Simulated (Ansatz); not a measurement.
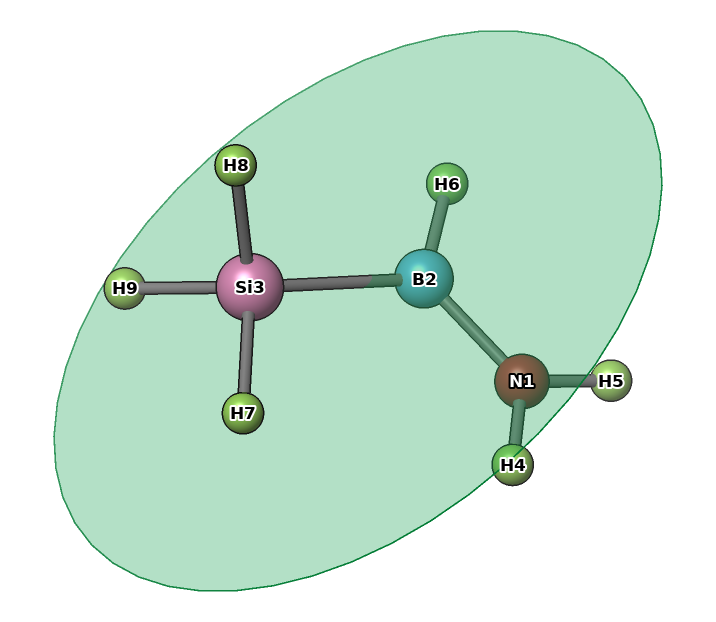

A disc through the centre of mass is drawn in. Distant atoms are faded towards the background colour. The geometry was computed by an optimisation with PBE-D4/def2-SVP. No frequency run is at hand to confirm it as a minimum.

Is the plane of the disc a mirror plane of the structure?

Answer. No. The point group is Cs, with 1 mirror plane, and this plane isn't one of its mirror planes.
